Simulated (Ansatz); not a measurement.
**AlNH$_{3}$Cl: molecular dynamics**

System: AlNH$_{3}$Cl.
Method: RKS PBE0-D4/def2-SVP (Ansatz 0.2.0).

One setting was made poor on purpose. It belongs to a series of runs on one base structure; here: an input spoilt on purpose.

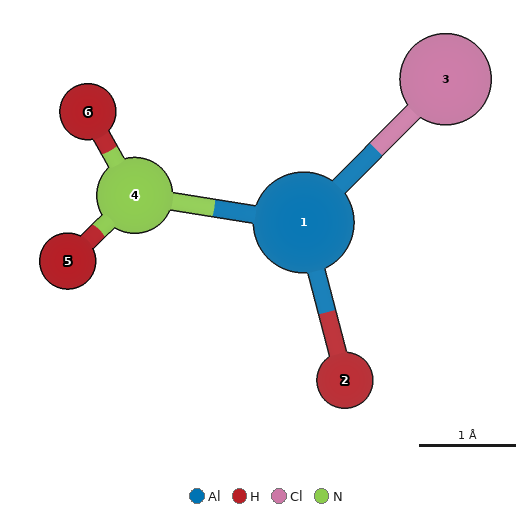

Fig. 1: The structure as given in the input (ball-and-stick view, seen on its broad side; atoms are numbered from 1 in the order of the input). Sticks mark near contacts.

### The input
```yaml
crystal:
  periodic: [false, false, false]
  atoms:
    - { symbol: Al, position_ang: [-0.071574, -0.253361, -0.164572] }
    - { symbol: H, position_ang: [-0.195753, -1.076352, 1.324733] }
    - { symbol: Cl, position_ang: [1.80826, 0.362194, -0.899023] }
    - { symbol: "N", position_ang: [-1.665154, 0.242489, -0.849373] }
    - { symbol: H, position_ang: [-2.566494, 0.212906, -0.382822] }
    - { symbol: H, position_ang: [-1.860445, 0.877493, -1.627434] }
basis:
  gaussian: { orbitals: def2-SVP }
hamiltonian:
  xc: pbe0
  dispersion: d4
md:
  timestep: -0.5
  n_steps: 25
  ensemble: nvt_langevin
  temperature: 200.0
  initial_velocities: maxwell_boltzmann
  seed: 516644
  friction: 0.005
```

Run on 1 thread of Arm Neoverse V2, 24 GiB of memory available, shared host.

Launch command:
```bash
ansatz run input.yaml --threads 1 --pin off --max-ram 2048MiB --backend cpu --events-out ev --progress --plain --runs-dir out
```

### What the program printed
```
Error: invalid value for `md.timestep`: must be finite and > 0; got -0.5 fs
```

### Outcome

```csv
quantity,value
outcome,refused by the program
```

The program refused the input: “invalid value for `md.timestep`: must be finite and > 0; got -0.5 fs” A deliberately poor setting: bad input.
